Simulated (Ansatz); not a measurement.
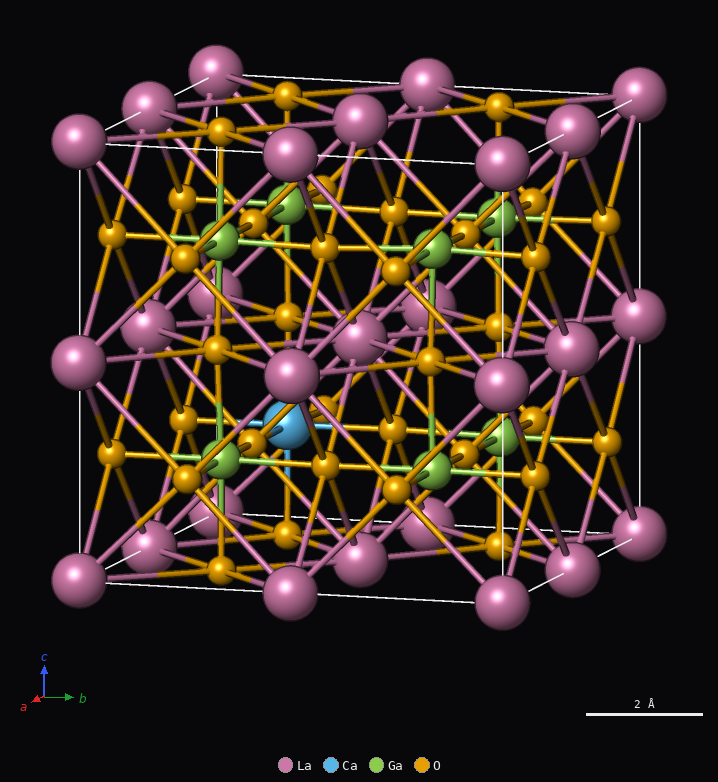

The input geometry (ball-and-stick view of the cell of the calculation, seen slightly off an axis).

**Run report: La8CaGa7O23 (charge −1), geometry relaxation (part 1 of 2)**

System: La8CaGa7O23 (defect cell, 39 atoms in the cell, total charge −1).
Method: DFT, PBEsol, PAW, plane waves (Ansatz 0.2.0).

### Log
```
La: projections on atomic orbitals take those of the free atom [Kr 4d10] 4f0 5s2 5p6 5d1 6s2, of charge +0.00 (hamiltonian.pseudopotentials.projection_atoms); the dataset's partial waves leave at most 1.9e-5 of an orbital's norm unspanned inside its sphere
Pseudopotentials: kind: paw
Functional definition: PBEsol
  exchange = pbesol_x
  correlation = pbesol_c
Crystal: 39 atoms, lattice volume = 461.766 Å³
Basis set: ecut = 420 eV, 9045 PW (Γ), exchange–correlation on 108×108×108 points (8 copies of the dense FFT grid, shifted against one another)
Bands: 203, of which v1, the nominal top of the filled ones, is band 164 counted from 1 (163 counted from 0)
Symmetry: 1 space group operations
k-points: 1
Non-local potential: La, projectors of the file, l = 0: 3, l = 1: 2, l = 2: 2, l = 3: 3
Non-local potential: Ca, projectors of the file, l = 0: 3, l = 1: 2, l = 2: 2
Non-local potential: Ga, projectors of the file, l = 0: 2, l = 1: 2, l = 2: 3, l = 3: 1
Non-local potential: O, projectors of the file, l = 0: 2, l = 1: 2, l = 2: 1
PAW form: soft (Blöchl's): semilocal exchange-correlation on the pseudo side does not see the compensation charge
PAW frozen core: La, regenerated for the run's functional, and the local potential with it (the file was generated under x = pbe(κ = 0.804, μ = 0.2195149727645171), c = pbe(β = 0.06672455060314922))
PAW frozen core: Ca, regenerated for the run's functional, and the local potential with it (the file was generated under x = pbe(κ = 0.804, μ = 0.2195149727645171), c = pbe(β = 0.06672455060314922))
PAW frozen core: Ga, regenerated for the run's functional, and the local potential with it (the file was generated under x = pbe(κ = 0.804, μ = 0.2195149727645171), c = pbe(β = 0.06672455060314922))
PAW frozen core: O, regenerated for the run's functional, and the local potential with it (the file was generated under x = pbe(κ = 0.804, μ = 0.2195149727645171), c = pbe(β = 0.06672455060314922))
PAW one-centre angular grid: La, 590 points (default); XC on 64 Gauss nodes
PAW one-centre angular grid: Ca, 110 points (default); XC on 64 Gauss nodes
PAW one-centre angular grid: Ga, 590 points (default); XC on 64 Gauss nodes
PAW one-centre angular grid: O, 110 points (default); XC on 64 Gauss nodes
Initial density: superposition of atomic densities (neutral atoms scaled as one to the charged cell's electrons: chi_scale 0, normalization atom), corrected by the library's trained network
Initial wavefunctions: pseudopotential atomic-orbital guess
Functional: x = pbesol(κ = 0.804, μ = 0.12345679012345678), c = pbesol(β = 0.046)
SCF iter   1: F=—  HF=-90215.160072 eV  |F-HF|=—  |Δ(HF+E_count)|=         —  Δρ=2.76e-2  dr2=3.30e0  ethr=1.77e-3  ⟨swp⟩=5.0  Hψ=671  notcnv=0
preconditioner: auto → Resta (q_TF=auto, 2.577 Å⁻¹)  ε∞=6.9  [insulator: Δε(μ)=1.860 eV  Ē_g=12.491 eV  σ=0.010 eV  W_gap=1.00  n_scr=146 (ndim 8)  ℏωp=30.4 eV  f_vac=0.000  D(μ)=0.00/eV (n_scr^D=0)  ε∞_Penn≈6.9]
SCF iter   2: F=—  HF=-90214.374923 eV  |F-HF|=—  |Δ(HF+E_count)|=   7.85e-1  Δρ=6.77e-3  dr2=2.12e-1  ethr=1.01e-3  ⟨swp⟩=3.0  Hψ=324  notcnv=0  defer=28
SCF iter   3: F=—  HF=-90214.329926 eV  |F-HF|=—  |Δ(HF+E_count)|=   4.50e-2  Δρ=3.10e-3  dr2=8.19e-2  ethr=6.46e-5  ⟨swp⟩=5.0  Hψ=253  notcnv=0  defer=28
SCF iter   4: F=—  HF=-90214.312339 eV  |F-HF|=—  |Δ(HF+E_count)|=   1.76e-2  Δρ=2.16e-3  dr2=2.54e-2  ethr=2.50e-5  ⟨swp⟩=4.0  Hψ=305  notcnv=0  defer=28
SCF iter   5: F=—  HF=-90214.303527 eV  |F-HF|=—  |Δ(HF+E_count)|=   8.81e-3  Δρ=4.15e-4  dr2=1.99e-3  ethr=7.75e-6  ⟨swp⟩=5.0  Hψ=313  notcnv=0  defer=28
SCF iter   6: F=—  HF=-90214.304947 eV  |F-HF|=—  |Δ(HF+E_count)|=   1.42e-3  Δρ=1.07e-4  dr2=9.39e-5  ethr=6.07e-7  ⟨swp⟩=5.0  Hψ=424  notcnv=0  defer=27
SCF iter   7: F=—  HF=-90214.304936 eV  |F-HF|=—  |Δ(HF+E_count)|=   1.06e-5  Δρ=8.84e-5  dr2=2.92e-5  ethr=6.86e-9  ⟨swp⟩=24.0  Hψ=2386  notcnv=0
SCF iter   8: F=-90214.304928 eV  HF=-90214.304928 eV  |F-HF|=3.52e-7  |Δ(HF+E_count)|=   7.70e-6  Δρ=1.62e-5  dr2=1.11e-6  ethr=6.86e-9  ⟨swp⟩=14.0  Hψ=1889  notcnv=0
SCF 1 converged in 8 iterations: F = -90214.304928 eV  dr2 = 1.11e-6
  greatest PAW one-centre occupation: 0.998 electrons in one spin orbital (limit 2), on the Ga atom at site 9 (counted from 0), in its partial waves of l = 2
relax step   1: F+E_penalty+E_count = -90214.30492798 eV  Δ(F+E_penalty+E_count) = +0.000e0 eV  max|allowed force component| = 6.450e0 eV/Å  Δτ_max = 0.0000 Å  (8 SCF iters, dr2 threshold 2.25e-5 eV, accepted)
Initial density: handed on by an earlier stage of this run
Initial wavefunctions: those handed on with the density
iter 1 solved again at ethr=4.72e-4 eV; its pass at ethr=3.10e-3 eV (dr2=1.55e0 eV) is discarded
SCF iter   1: F=—  HF=-90215.802806 eV  |F-HF|=—  |Δ(HF+E_count)|=         —  Δρ=1.44e-2  dr2=1.56e0  ethr=4.72e-4  ⟨swp⟩=1.0  Hψ=927  notcnv=0  defer=19
preconditioner: auto → Resta (q_TF=auto, 2.577 Å⁻¹)  ε∞=6.6  [insulator: Δε(μ)=0.602 eV  Ē_g=12.847 eV  σ=0.010 eV  W_gap=1.00  n_scr=146 (ndim 8)  ℏωp=30.4 eV  f_vac=0.000  D(μ)=0.00/eV (n_scr^D=0)  ε∞_Penn≈6.6]
SCF iter   2: F=—  HF=-90215.517834 eV  |F-HF|=—  |Δ(HF+E_count)|=   2.85e-1  Δρ=5.97e-3  dr2=2.51e-1  ethr=4.72e-4  ⟨swp⟩=4.0  Hψ=302  notcnv=0  defer=19
SCF iter   3: F=—  HF=-90215.457273 eV  |F-HF|=—  |Δ(HF+E_count)|=   6.06e-2  Δρ=2.50e-3  dr2=5.13e-2  ethr=7.64e-5  ⟨swp⟩=3.0  Hψ=381  notcnv=0  defer=30
SCF iter   4: F=—  HF=-90215.446702 eV  |F-HF|=—  |Δ(HF+E_count)|=   1.06e-2  Δρ=6.76e-4  dr2=2.32e-3  ethr=1.56e-5  ⟨swp⟩=5.0  Hψ=327  notcnv=0  defer=30
SCF iter   5: F=—  HF=-90215.446235 eV  |F-HF|=—  |Δ(HF+E_count)|=   4.67e-4  Δρ=3.65e-4  dr2=5.47e-4  ethr=7.08e-7  ⟨swp⟩=2.0  Hψ=375  notcnv=0  defer=30
SCF iter   6: F=—  HF=-90215.446120 eV  |F-HF|=—  |Δ(HF+E_count)|=   1.15e-4  Δρ=1.20e-4  dr2=5.43e-5  ethr=1.67e-7  ⟨swp⟩=2.0  Hψ=328  notcnv=0  defer=30
SCF iter   7: F=-90215.446118 eV  HF=-90215.446119 eV  |F-HF|=1.08e-6  |Δ(HF+E_count)|=   6.63e-7  Δρ=3.63e-5  dr2=6.14e-6  ethr=1.66e-8  ⟨swp⟩=23.0  Hψ=2294  notcnv=0
SCF 2 converged in 7 iterations: F = -90215.446118 eV  dr2 = 6.14e-6
relax step   2: F+E_penalty+E_count = -90215.44611836 eV  Δ(F+E_penalty+E_count) = -1.141e0 eV  max|allowed force component| = 1.779e0 eV/Å  Δτ_max = 0.1952 Å  (7 SCF iters, dr2 threshold 1.00e-4 eV, accepted)
preconditioner: auto → Resta (q_TF=auto, 2.577 Å⁻¹)  ε∞=6.5  [insulator: Δε(μ)=2.128 eV  Ē_g=12.929 eV  σ=0.010 eV  W_gap=1.00  n_scr=146 (ndim 8)  ℏωp=30.4 eV  f_vac=0.000  D(μ)=0.00/eV (n_scr^D=0)  ε∞_Penn≈6.5]
relax step   3: F+E_penalty+E_count = -90217.05086061 eV  Δ(F+E_penalty+E_count) = -1.605e0 eV  max|allowed force component| = 4.309e-1 eV/Å  Δτ_max = 0.2000 Å  (7 SCF iters, dr2 threshold 1.00e-4 eV, accepted)
preconditioner: auto → Resta (q_TF=auto, 2.577 Å⁻¹)  ε∞=6.5  [insulator: Δε(μ)=2.460 eV  Ē_g=12.942 eV  σ=0.010 eV  W_gap=1.00  n_scr=146 (ndim 8)  ℏωp=30.4 eV  f_vac=0.000  D(μ)=0.00/eV (n_scr^D=0)  ε∞_Penn≈6.5]
relax step   4: F+E_penalty+E_count = -90217.68913744 eV  Δ(F+E_penalty+E_count) = -6.383e-1 eV  max|allowed force component| = 1.091e0 eV/Å  Δτ_max = 0.2000 Å  (7 SCF iters, dr2 threshold 1.16e-5 eV, accepted)
preconditioner: auto → Resta (q_TF=auto, 2.577 Å⁻¹)  ε∞=6.4  [insulator: Δε(μ)=2.659 eV  Ē_g=13.098 eV  σ=0.010 eV  W_gap=1.00  n_scr=146 (ndim 8)  ℏωp=30.4 eV  f_vac=0.000  D(μ)=0.00/eV (n_scr^D=0)  ε∞_Penn≈6.4]
relax step   5: F+E_penalty+E_count = -90218.64689299 eV  Δ(F+E_penalty+E_count) = -9.578e-1 eV  max|allowed force component| = 9.981e-1 eV/Å  Δτ_max = 0.1950 Å  (6 SCF iters, dr2 threshold 7.44e-5 eV, accepted)
preconditioner: auto → Resta (q_TF=auto, 2.577 Å⁻¹)  ε∞=6.2  [insulator: Δε(μ)=2.496 eV  Ē_g=13.349 eV  σ=0.010 eV  W_gap=1.00  n_scr=146 (ndim 8)  ℏωp=30.4 eV  f_vac=0.000  D(μ)=0.00/eV (n_scr^D=0)  ε∞_Penn≈6.2]
relax step   6: F+E_penalty+E_count = -90219.45487613 eV  Δ(F+E_penalty+E_count) = -8.080e-1 eV  max|allowed force component| = 3.248e-1 eV/Å  Δτ_max = 0.2000 Å  (7 SCF iters, dr2 threshold 1.00e-4 eV, accepted)
preconditioner: auto → Resta (q_TF=auto, 2.577 Å⁻¹)  ε∞=6.1  [insulator: Δε(μ)=2.761 eV  Ē_g=13.518 eV  σ=0.010 eV  W_gap=1.00  n_scr=146 (ndim 8)  ℏωp=30.4 eV  f_vac=0.000  D(μ)=0.00/eV (n_scr^D=0)  ε∞_Penn≈6.1]
relax step   7: F+E_penalty+E_count = -90219.78311849 eV  Δ(F+E_penalty+E_count) = -3.282e-1 eV  max|allowed force component| = 3.527e-1 eV/Å  Δτ_max = 0.2000 Å  (7 SCF iters, dr2 threshold 1.12e-5 eV, accepted)
preconditioner: auto → Resta (q_TF=auto, 2.577 Å⁻¹)  ε∞=6.0  [insulator: Δε(μ)=2.868 eV  Ē_g=13.590 eV  σ=0.010 eV  W_gap=1.00  n_scr=146 (ndim 8)  ℏωp=30.4 eV  f_vac=0.000  D(μ)=0.00/eV (n_scr^D=0)  ε∞_Penn≈6.0]
relax step   8: F+E_penalty+E_count = -90219.90656126 eV  Δ(F+E_penalty+E_count) = -1.234e-1 eV  max|allowed force component| = 1.400e-1 eV/Å  Δτ_max = 0.2000 Å  (7 SCF iters, dr2 threshold 1.32e-5 eV, accepted)
preconditioner: auto → Resta (q_TF=auto, 2.577 Å⁻¹)  ε∞=6.0  [insulator: Δε(μ)=2.812 eV  Ē_g=13.623 eV  σ=0.010 eV  W_gap=1.00  n_scr=146 (ndim 8)  ℏωp=30.4 eV  f_vac=0.000  D(μ)=0.00/eV (n_scr^D=0)  ε∞_Penn≈6.0]
relax step   9: F+E_penalty+E_count = -90219.96115598 eV  Δ(F+E_penalty+E_count) = -5.459e-2 eV  max|allowed force component| = 1.897e-1 eV/Å  Δτ_max = 0.2000 Å  (7 SCF iters, dr2 threshold 3.08e-6 eV, accepted)
preconditioner: auto → Resta (q_TF=auto, 2.577 Å⁻¹)  ε∞=6.0  [insulator: Δε(μ)=2.828 eV  Ē_g=13.647 eV  σ=0.010 eV  W_gap=1.00  n_scr=146 (ndim 8)  ℏωp=30.4 eV  f_vac=0.000  D(μ)=0.00/eV (n_scr^D=0)  ε∞_Penn≈6.0]
relax step  10: F+E_penalty+E_count = -90219.94816955 eV  Δ(F+E_penalty+E_count) = +1.299e-2 eV  max|allowed force component| = 4.303e-1 eV/Å  Δτ_max = 0.0751 Å  (6 SCF iters, dr2 threshold 5.67e-6 eV, rejected (line search))
preconditioner: auto → Resta (q_TF=auto, 2.577 Å⁻¹)  ε∞=6.0  [insulator: Δε(μ)=2.861 eV  Ē_g=13.667 eV  σ=0.010 eV  W_gap=1.00  n_scr=146 (ndim 8)  ℏωp=30.4 eV  f_vac=0.000  D(μ)=0.00/eV (n_scr^D=0)  ε∞_Penn≈6.0]
relax step  11: F+E_penalty+E_count = -90219.99633577 eV  Δ(F+E_penalty+E_count) = -3.518e-2 eV  max|allowed force component| = 1.119e-1 eV/Å  Δτ_max = 0.0366 Å  (8 SCF iters, accepted)
preconditioner: auto → Resta (q_TF=auto, 2.577 Å⁻¹)  ε∞=6.0  [insulator: Δε(μ)=2.764 eV  Ē_g=13.663 eV  σ=0.010 eV  W_gap=1.00  n_scr=146 (ndim 8)  ℏωp=30.4 eV  f_vac=0.000  D(μ)=0.00/eV (n_scr^D=0)  ε∞_Penn≈6.0]
relax step  12: F+E_penalty+E_count = -90220.05443318 eV  Δ(F+E_penalty+E_count) = -5.810e-2 eV  max|allowed force component| = 8.187e-2 eV/Å  Δτ_max = 0.1000 Å  (7 SCF iters, dr2 threshold 4.36e-6 eV, accepted)
preconditioner: auto → Resta (q_TF=auto, 2.577 Å⁻¹)  ε∞=5.9  [insulator: Δε(μ)=2.684 eV  Ē_g=13.712 eV  σ=0.010 eV  W_gap=1.00  n_scr=146 (ndim 8)  ℏωp=30.4 eV  f_vac=0.000  D(μ)=0.00/eV (n_scr^D=0)  ε∞_Penn≈5.9]
relax step  13: F+E_penalty+E_count = -90220.03766192 eV  Δ(F+E_penalty+E_count) = +1.677e-2 eV  max|allowed force component| = 1.984e-1 eV/Å  Δτ_max = 0.0941 Å  (7 SCF iters, dr2 threshold 2.33e-6 eV, rejected (line search))
preconditioner: auto → Resta (q_TF=auto, 2.577 Å⁻¹)  ε∞=5.9  [insulator: Δε(μ)=2.758 eV  Ē_g=13.724 eV  σ=0.010 eV  W_gap=1.00  n_scr=146 (ndim 8)  ℏωp=30.4 eV  f_vac=0.000  D(μ)=0.00/eV (n_scr^D=0)  ε∞_Penn≈5.9]
relax step  14: F+E_penalty+E_count = -90220.06737464 eV  Δ(F+E_penalty+E_count) = -1.294e-2 eV  max|allowed force component| = 4.825e-2 eV/Å  Δτ_max = 0.0471 Å  (8 SCF iters, accepted)
preconditioner: auto → Resta (q_TF=auto, 2.577 Å⁻¹)  ε∞=5.9  [insulator: Δε(μ)=2.814 eV  Ē_g=13.692 eV  σ=0.010 eV  W_gap=1.00  n_scr=146 (ndim 8)  ℏωp=30.4 eV  f_vac=0.000  D(μ)=0.00/eV (n_scr^D=0)  ε∞_Penn≈5.9]
SCF iter   7: F=-90220.066274 eV  HF=-90220.066274 eV  |F-HF|=1.50e-8  |Δ(HF+E_count)|=   5.20e-8  Δρ=3.00e-6  dr2=4.42e-8  ethr=3.05e-11  ⟨swp⟩=16.0  Hψ=1602  notcnv=0
SCF 15 converged in 7 iterations: F = -90220.066274 eV  dr2 = 4.42e-8
  greatest PAW one-centre occupation: 0.998 electrons in one spin orbital (limit 2), on the Ga atom at site 14 (counted from 0), in its partial waves of l = 2
relax step  15: F+E_penalty+E_count = -90220.06627421 eV  Δ(F+E_penalty+E_count) = +1.100e-3 eV  max|allowed force component| = 1.042e-1 eV/Å  Δτ_max = 0.0311 Å  (7 SCF iters, rejected (line search))
SCF iter   1: F=—  HF=-90220.065702 eV  |F-HF|=—  |Δ(HF+E_count)|=         —  Δρ=1.38e-3  dr2=7.97e-3  ethr=1.20e-5  ⟨swp⟩=4.0  Hψ=407  notcnv=0  defer=35
preconditioner: auto → Resta (q_TF=auto, 2.577 Å⁻¹)  ε∞=5.9  [insulator: Δε(μ)=2.796 eV  Ē_g=13.698 eV  σ=0.010 eV  W_gap=1.00  n_scr=146 (ndim 8)  ℏωp=30.4 eV  f_vac=0.000  D(μ)=0.00/eV (n_scr^D=0)  ε∞_Penn≈5.9]
SCF iter   2: F=—  HF=-90220.064181 eV  |F-HF|=—  |Δ(HF+E_count)|=   1.52e-3  Δρ=6.39e-4  dr2=1.43e-3  ethr=2.43e-6  ⟨swp⟩=3.0  Hψ=289  notcnv=0  defer=35
SCF iter   3: F=—  HF=-90220.063840 eV  |F-HF|=—  |Δ(HF+E_count)|=   3.40e-4  Δρ=2.49e-4  dr2=3.30e-4  ethr=4.37e-7  ⟨swp⟩=2.0  Hψ=316  notcnv=0  defer=35
SCF iter   4: F=—  HF=-90220.063786 eV  |F-HF|=—  |Δ(HF+E_count)|=   5.41e-5  Δρ=5.77e-5  dr2=1.57e-5  ethr=1.01e-7  ⟨swp⟩=2.0  Hψ=295  notcnv=0  defer=35
SCF iter   5: F=—  HF=-90220.064416 eV  |F-HF|=—  |Δ(HF+E_count)|=   6.30e-4  Δρ=2.20e-5  dr2=1.86e-6  ethr=4.77e-9  ⟨swp⟩=2.0  Hψ=323  notcnv=0  defer=35
SCF iter   6: F=—  HF=-90220.064416 eV  |F-HF|=—  |Δ(HF+E_count)|=   5.17e-7  Δρ=7.64e-6  dr2=2.55e-7  ethr=5.67e-10  ⟨swp⟩=2.0  Hψ=320  notcnv=0  defer=35
SCF iter   7: F=-90220.064416 eV  HF=-90220.064416 eV  |F-HF|=8.34e-9  |Δ(HF+E_count)|=   2.66e-9  Δρ=2.46e-6  dr2=3.03e-8  ethr=3.05e-11  ⟨swp⟩=18.0  Hψ=1650  notcnv=0
SCF 16 converged in 7 iterations: F = -90220.064416 eV  dr2 = 3.03e-8
  greatest PAW one-centre occupation: 0.998 electrons in one spin orbital (limit 2), on the Ga atom at site 11 (counted from 0), in its partial waves of l = 2
relax step  16: F+E_penalty+E_count = -90220.06441577 eV  Δ(F+E_penalty+E_count) = +2.959e-3 eV  max|allowed force component| = 1.904e-1 eV/Å  Δτ_max = 0.0152 Å  (7 SCF iters, rejected (line search))
SCF iter   1: F=—  HF=-90220.068674 eV  |F-HF|=—  |Δ(HF+E_count)|=         —  Δρ=7.90e-4  dr2=4.07e-3  ethr=8.44e-6  ⟨swp⟩=4.0  Hψ=693  notcnv=0  defer=35
preconditioner: auto → Resta (q_TF=auto, 2.577 Å⁻¹)  ε∞=5.9  [insulator: Δε(μ)=2.757 eV  Ē_g=13.697 eV  σ=0.010 eV  W_gap=1.00  n_scr=146 (ndim 8)  ℏωp=30.4 eV  f_vac=0.000  D(μ)=0.00/eV (n_scr^D=0)  ε∞_Penn≈5.9]
SCF iter   2: F=—  HF=-90220.067918 eV  |F-HF|=—  |Δ(HF+E_count)|=   7.56e-4  Δρ=3.50e-4  dr2=6.61e-4  ethr=1.24e-6  ⟨swp⟩=2.0  Hψ=287  notcnv=0  defer=35
SCF iter   3: F=—  HF=-90220.067755 eV  |F-HF|=—  |Δ(HF+E_count)|=   1.63e-4  Δρ=1.53e-4  dr2=1.67e-4  ethr=2.02e-7  ⟨swp⟩=2.0  Hψ=314  notcnv=0  defer=35
SCF iter   4: F=—  HF=-90220.067710 eV  |F-HF|=—  |Δ(HF+E_count)|=   4.44e-5  Δρ=3.71e-5  dr2=5.73e-6  ethr=5.10e-8  ⟨swp⟩=2.0  Hψ=297  notcnv=0  defer=35
SCF iter   5: F=—  HF=-90220.068334 eV  |F-HF|=—  |Δ(HF+E_count)|=   6.23e-4  Δρ=1.70e-5  dr2=1.08e-6  ethr=1.75e-9  ⟨swp⟩=2.0  Hψ=332  notcnv=0  defer=35
SCF iter   6: F=-90220.068333 eV  HF=-90220.068333 eV  |F-HF|=1.42e-8  |Δ(HF+E_count)|=   3.64e-7  Δρ=4.59e-6  dr2=6.77e-8  ethr=3.05e-11  ⟨swp⟩=16.0  Hψ=1857  notcnv=0
SCF 17 converged in 6 iterations: F = -90220.068333 eV  dr2 = 6.77e-8
relax step  17: F+E_penalty+E_count = -90220.06833335 eV  Δ(F+E_penalty+E_count) = -9.587e-4 eV  max|allowed force component| = 2.362e-2 eV/Å  Δτ_max = 0.0076 Å  (6 SCF iters, accepted)
```

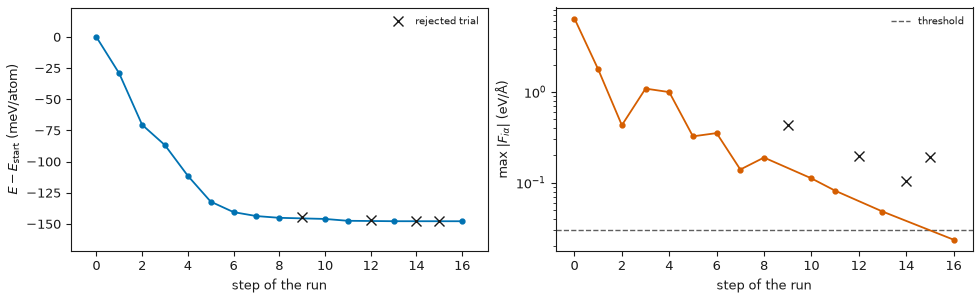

Progress of the relaxation, step by step (the first geometry is step 0 here and step 1 in the log).
